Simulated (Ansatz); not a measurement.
# Geometry relaxation, with input and output: AlSiNH₆O₂ (part 1 of 2)

The run: geometry relaxation of AlSiNH₆O₂. Method and program: RKS B3LYP/6-31G (Ansatz 0.2.0).

It belongs to a series of runs on one base structure; here: start relaxed. Figures and captions count atoms from 1; the log counts them from 0 in places.

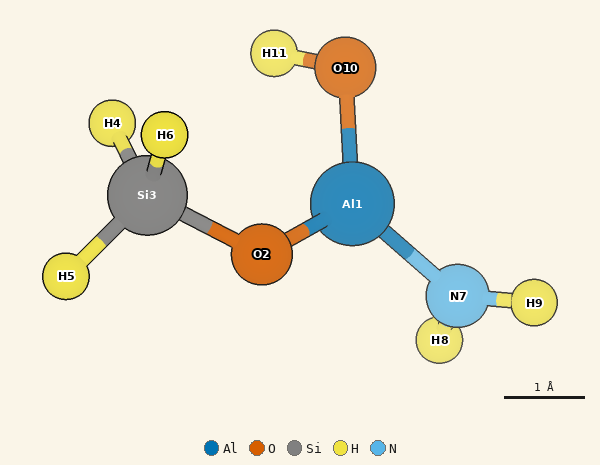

**Figure 1.** The structure as given in the input (ball-and-stick view, seen at a tilt; atoms are numbered from 1 in the order of the input). Sticks mark near contacts.

### Key numbers

| quantity | value |
| --- | --- |
| outcome | converged |
| total energy | −20158.1148 eV |
| mean-field energy | −20158.1148 eV |
| largest force (length of the vector) at the end | 0.011 eV/Å |
| hardware | 1 thread of Arm Neoverse V1, 24 GiB of memory available, shared host |
| wall time | 75 s |
| peak memory | 0.17 GiB |

### Input file
```yaml
crystal:
  periodic: [false, false, false]
  atoms:
    - { symbol: Al, position_ang: [0.0, 0.0, 0.0] }
    - { symbol: O, position_ang: [0.0, 0.0, 1.78] }
    - { symbol: Si, position_ang: [-1.3147, -0.4067, 2.7436] }
    - { symbol: H, position_ang: [-2.239, -1.2403, 1.9804] }
    - { symbol: H, position_ang: [-0.8506, -1.1432, 3.9157] }
    - { symbol: H, position_ang: [-1.9987, 0.8095, 3.1733] }
    - { symbol: "N", position_ang: [1.6627, 0.0, -0.96] }
    - { symbol: H, position_ang: [2.1293, -0.9179, -1.2118] }
    - { symbol: H, position_ang: [2.1141, 0.9179, -1.2382] }
    - { symbol: O, position_ang: [-1.5415, 0.0, -0.89] }
    - { symbol: H, position_ang: [-2.0512, -0.8467, -0.6815] }
basis:
  gaussian: { orbitals: "6-31G" }
hamiltonian:
  xc: b3lyp
relax:
  f_tol: 0.02
  max_steps: 40
```

Run as:
```bash
ansatz run input.yaml --threads 1 --pin off --max-ram 2048MiB --backend cpu --events-out ev --progress --plain --runs-dir out
```

### Log
```
The last accepted step is kept in [file] (removed where the run ends without a failure and the disk answers)
Engine: ansatz 0.2.0, aarch64-unknown-linux-gnu
Functional definition: B3LYP
  parameter a0 = 0.2
  parameter ax = 0.72
  parameter ac = 0.81
  exchange = (1 - a0 - ax)*slater_x + ax*b88_x + a0*exact_x
  correlation = (1 - ac)*vwn_rpa_c + ac*lyp_c
827 factors; integrals over basis functions are off by at most 1.7e-4 eV
mean field evaluation 1: about -20140.4957 eV, gradient 9.2e1 eV
mean field evaluation 2: about -20096.1161 eV, gradient 1.7e2 eV
mean field evaluation 4: about -20156.2387 eV, gradient 1.6e1 eV
mean field evaluation 8: about -20156.7579 eV, gradient 1.5e-1 eV
mean field -20156.75800473 eV, -740.7471939327 hartree, gradient 2.9e-5 eV, S^2 0.000000; 0 other end points of the search recorded, 0 dependent functions left out
the calculation of the forces begins
reference -20156.75829809 eV, -740.7472047133 hartree; 28, 28 occupied and 37, 37 virtual orbitals, 827 factors
relax step   1: F+E_penalty+E_count = -20156.75800473 eV  Δ(F+E_penalty+E_count) = +0.000e0 eV  max|allowed force component| = 2.612e0 eV/Å  Δτ_max = 0.0000 Å  (27 SCF iters, accepted)
these checks for a lower state are left out or cut short: starts, cluster_reference, orbital_swaps, neighbouring_geometries, increment
827 factors; integrals over basis functions are off by at most 1.6e-4 eV
mean field evaluation 16: about -20157.0309 eV, gradient 7.2e0 eV
mean field -20157.31232906 eV, -740.7675649758 hartree, gradient 1.3e-5 eV, S^2 0.000000; 0 other end points of the search recorded, 0 dependent functions left out
[... from here on the field's lines of each further geometry are left out, up to the last ...]
relax step   2: F+E_penalty+E_count = -20157.31232906 eV  Δ(F+E_penalty+E_count) = -5.543e-1 eV  max|allowed force component| = 1.534e0 eV/Å  Δτ_max = 0.1306 Å  (31 SCF iters, accepted)
relax step   3: F+E_penalty+E_count = -20157.47592667 eV  Δ(F+E_penalty+E_count) = -1.636e-1 eV  max|allowed force component| = 1.859e0 eV/Å  Δτ_max = 0.1721 Å  (31 SCF iters, accepted)
relax step   4: F+E_penalty+E_count = -20157.67701176 eV  Δ(F+E_penalty+E_count) = -2.011e-1 eV  max|allowed force component| = 3.827e-1 eV/Å  Δτ_max = 0.2000 Å  (28 SCF iters, accepted)
relax step   5: F+E_penalty+E_count = -20157.77538122 eV  Δ(F+E_penalty+E_count) = -9.837e-2 eV  max|allowed force component| = 3.023e-1 eV/Å  Δτ_max = 0.2000 Å  (29 SCF iters, accepted)
relax step   6: F+E_penalty+E_count = -20157.87122124 eV  Δ(F+E_penalty+E_count) = -9.584e-2 eV  max|allowed force component| = 5.049e-1 eV/Å  Δτ_max = 0.2000 Å  (29 SCF iters, accepted)
relax step   7: F+E_penalty+E_count = -20157.93027835 eV  Δ(F+E_penalty+E_count) = -5.906e-2 eV  max|allowed force component| = 9.049e-1 eV/Å  Δτ_max = 0.1948 Å  (28 SCF iters, accepted)
relax step   8: F+E_penalty+E_count = -20158.03033998 eV  Δ(F+E_penalty+E_count) = -1.001e-1 eV  max|allowed force component| = 3.860e-1 eV/Å  Δτ_max = 0.2000 Å  (28 SCF iters, accepted)
relax step   9: F+E_penalty+E_count = -20158.08754376 eV  Δ(F+E_penalty+E_count) = -5.720e-2 eV  max|allowed force component| = 1.773e-1 eV/Å  Δτ_max = 0.2000 Å  (29 SCF iters, accepted)
relax step  10: F+E_penalty+E_count = -20158.10258606 eV  Δ(F+E_penalty+E_count) = -1.504e-2 eV  max|allowed force component| = 2.445e-1 eV/Å  Δτ_max = 0.2000 Å  (28 SCF iters, accepted)
relax step  11: F+E_penalty+E_count = -20158.10826594 eV  Δ(F+E_penalty+E_count) = -5.680e-3 eV  max|allowed force component| = 1.890e-1 eV/Å  Δτ_max = 0.0493 Å  (30 SCF iters, accepted)
relax step  12: F+E_penalty+E_count = -20158.11400738 eV  Δ(F+E_penalty+E_count) = -5.741e-3 eV  max|allowed force component| = 4.018e-2 eV/Å  Δτ_max = 0.0431 Å  (29 SCF iters, accepted)
relax step  13: F+E_penalty+E_count = -20158.11400826 eV  Δ(F+E_penalty+E_count) = -8.783e-7 eV  max|allowed force component| = 3.917e-2 eV/Å  Δτ_max = 0.0002 Å  (19 SCF iters, accepted)
relax step  14: F+E_penalty+E_count = -20158.11434988 eV  Δ(F+E_penalty+E_count) = -3.416e-4 eV  max|allowed force component| = 1.371e-2 eV/Å  Δτ_max = 0.0159 Å  (24 SCF iters, accepted)
relax step  15: F+E_penalty+E_count = -20158.11436411 eV  Δ(F+E_penalty+E_count) = -1.423e-5 eV  max|allowed force component| = 7.107e-2 eV/Å  Δτ_max = 0.0294 Å  (29 SCF iters, accepted)
the calculation of the forces begins
reference -20158.11482955 eV, -740.7970563249 hartree; 28, 28 occupied and 37, 37 virtual orbitals, 827 factors
relax step  16: F+E_penalty+E_count = -20158.11453275 eV  Δ(F+E_penalty+E_count) = -1.686e-4 eV  max|allowed force component| = 9.839e-3 eV/Å  Δτ_max = 0.0081 Å  (24 SCF iters, accepted)
827 factors; integrals over basis functions are off by at most 1.7e-4 eV
mean field evaluation 128: about -20158.1145 eV, gradient 1.9e-3 eV
```

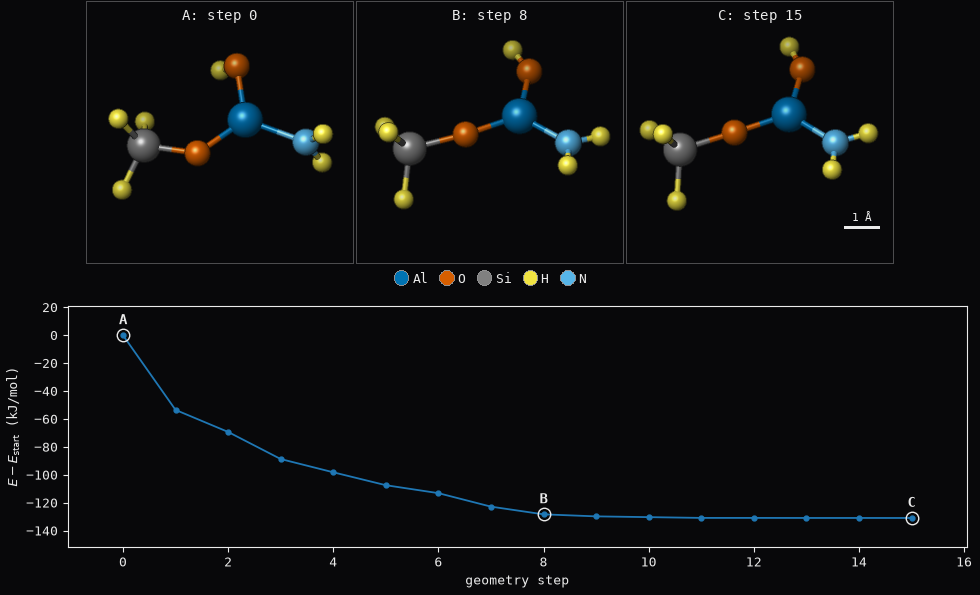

**Figure 2.** Frames of the relaxation (ball-and-stick view, seen at a tilt) above the curves, on which the letters mark them (the first geometry is step 0 here and step 1 in the log).

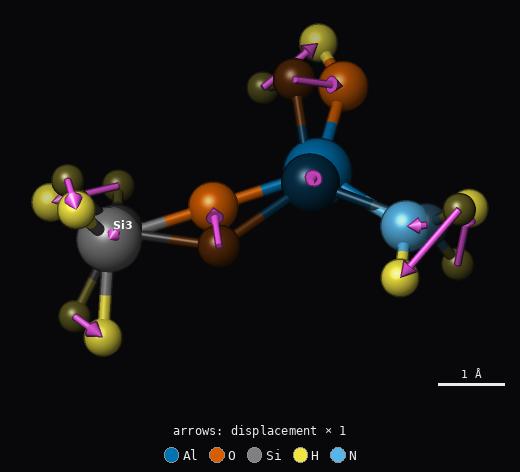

**Figure 3.** Start (faint) and end (solid) with the displacements as pink arrows, at true length (ball-and-stick view, seen at a tilt). The two geometries are laid on each other by the best rigid fit. After 15 geometry steps the energy has fallen by 130.9 kJ/mol. The largest force component goes from 2.6 to 0.0098 eV/Å. H9 moves most after the best rigid fit: 1.40 Å. Largest moves by element: H 1.40 Å, O 0.98 Å, Al 0.44 Å, N 0.32 Å, Si 0.23 Å. Distances before and after: Al1–N7 1.920 → 1.782 Å, Al1–O10 1.780 → 1.711 Å, O10–H11 1.010 → 0.957 Å, N7–H8 1.060 → 1.010 Å. Among the angles that change: Al1–O2–Si3 125.0° → 178.9°, Al1–O10–H11 109.5° → 143.3°, H8–N7–H9 120.0° → 112.4°. (Atoms are counted from 1 in the order of the input.)

```
mean field -20158.11453275 eV, -740.7970454176 hartree, gradient 1.3e-5 eV, S^2 0.000000; 1 other end points of the search recorded, 0 dependent functions left out
the calculation of the forces begins
reference -20158.11482955 eV, -740.7970563249 hartree; 28, 28 occupied and 37, 37 virtual orbitals, 827 factors
Total energy: -20158.11482955 eV, -740.7970563249 hartree
Atom 0 at    -0.173106    -0.289582    -0.280634 Å, force     0.006714     0.000745     0.001575 eV/Å
Atom 1 at    -0.701715    -0.293319     1.342709 Å, force    -0.006590    -0.001054     0.005393 eV/Å
Atom 2 at    -1.254540    -0.306017     2.939163 Å, force     0.005170    -0.000913     0.009839 eV/Å
Atom 3 at    -2.566946    -1.037073     3.040190 Å, force     0.000214     0.002980    -0.004443 eV/Å
Atom 4 at    -0.261105    -0.995505     3.835377 Å, force     0.001991    -0.002037    -0.004613 eV/Å
Atom 5 at    -1.452565     1.099459     3.439555 Å, force    -0.003571     0.000734    -0.004535 eV/Å
Atom 6 at     1.521605     0.094658    -0.674433 Å, force     0.006568     0.002227     0.000073 eV/Å
Atom 7 at     1.879978     0.110256    -1.619013 Å, force    -0.004309    -0.001359     0.004039 eV/Å
Atom 8 at     2.230005     0.319537     0.009499 Å, force    -0.007552    -0.001886    -0.005049 eV/Å
Atom 9 at    -1.206348    -0.644753    -1.596789 Å, force     0.001367     0.000084    -0.003629 eV/Å
Atom 10 at    -2.104862    -0.885060    -1.824124 Å, force    -0.000002     0.000480     0.001349 eV/Å
Dipole moment:    -0.039818    -0.002206     0.084955 e Å
```

### Trajectory as extended XYZ (Å, eV, eV/Å), 16 frames, from step=1 to step=16
```
11
Properties=species:S:1:pos:R:3:forces:R:3 step=1 energy=-20156.75800
Al    0.0000    0.0000    0.0000    2.6118   0.4668  -0.7746
O     0.0000    0.0000    1.7800    0.5163   0.0434  -2.1774
Si   -1.3147   -0.4067    2.7436   -0.1510   0.1901   0.9626
H    -2.2390   -1.2403    1.9804   -0.6814  -0.5911  -0.4138
H    -0.8506   -1.1432    3.9157    0.1741  -0.4247   0.6040
H    -1.9987    0.8095    3.1733   -0.5023   0.5958   0.2828
N     1.6627    0.0000   -0.9600   -0.8953   0.0905   0.5488
H     2.1293   -0.9179   -1.2118   -0.5020   2.0705   0.2587
H     2.1141    0.9179   -1.2382   -0.4399  -2.0739   0.3044
O    -1.5415    0.0000   -0.8900   -0.1646  -1.6545   1.0202
H    -2.0512   -0.8467   -0.6815    0.0343   1.2871  -0.6156
11
Properties=species:S:1:pos:R:3:forces:R:3 step=2 energy=-20157.31233
Al    0.0658   -0.0322   -0.0672    1.0242   0.2369  -0.3126
O    -0.0180   -0.0609    1.6966   -0.1646  -0.0722  -1.0085
Si   -1.3177   -0.3973    2.7563    0.0100  -0.0442   0.2686
H    -2.3111   -1.2695    2.0499   -0.2111  -0.1408  -0.0880
H    -0.8381   -1.1484    3.9477    0.1163  -0.0582   0.1799
H    -2.0233    0.8402    3.1930   -0.0664   0.2060   0.0675
N     1.6753    0.0182   -0.9650   -0.7845   0.0243   0.4772
H     2.1857   -0.8311   -1.2151   -0.1283   0.5940   0.0357
H     2.1323    0.8906   -1.2308   -0.0218  -0.5423   0.0324
O    -1.4926   -0.0618   -0.9234   -0.4237  -1.5345   1.0012
H    -2.1479   -0.7753   -0.6304    0.6499   1.3309  -0.6535
11
Properties=species:S:1:pos:R:3:forces:R:3 step=3 energy=-20157.47593
Al    0.1166   -0.0939   -0.1270   -0.5569   0.0601   0.3937
O    -0.0832   -0.1517    1.6077   -0.5277  -0.1298  -0.0639
Si   -1.3377   -0.4174    2.7682    0.3183  -0.0046  -0.1589
H    -2.4141   -1.2991    2.1436    0.1134   0.1073   0.1420
H    -0.7802   -1.1066    3.9870   -0.0385   0.0318  -0.1259
H    -1.9844    0.8752    3.2016    0.0558  -0.0559  -0.0631
N     1.6887    0.0458   -0.9304    0.0460  -0.0727  -0.1080
H     2.2161   -0.7518   -1.2440    0.1450  -0.1457  -0.0877
H     2.1386    0.9069   -1.1796    0.1821   0.2879  -0.0399
O    -1.4086   -0.1864   -1.0072   -1.5961  -1.3230   1.1744
H    -2.2415   -0.6484   -0.6083    1.8586   1.2447  -1.0628
```
